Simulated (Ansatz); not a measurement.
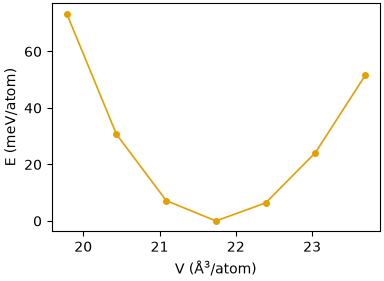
Fig. 1. TaTe in space group Cmcm (No. 63; Te on 4c, Ta on 4c) under volume change, plane-wave PAW r²SCAN (Ansatz code), shape and atoms relaxed at each volume.

### Question
What does a third-order Birch–Murnaghan fit give for V₀, B₀ and B′?

### Answer
V₀ = 21.74 Å³/atom, B₀ = 111 GPa, B′ = 4.8.

The start of the workflow was typed in or built on a structure type; neither database checked (COD, Materials Project) lists it. Its standing as an ambient phase is unchecked. Symmetry was held in the r²SCAN relaxation; whether a distortion lowers the energy is not shown. The run is not spin-polarised. Scalar-relativistic: spin–orbit coupling is off unless named, which matters more the heavier the elements.

Potentials: the later of the program's two PAW sets.
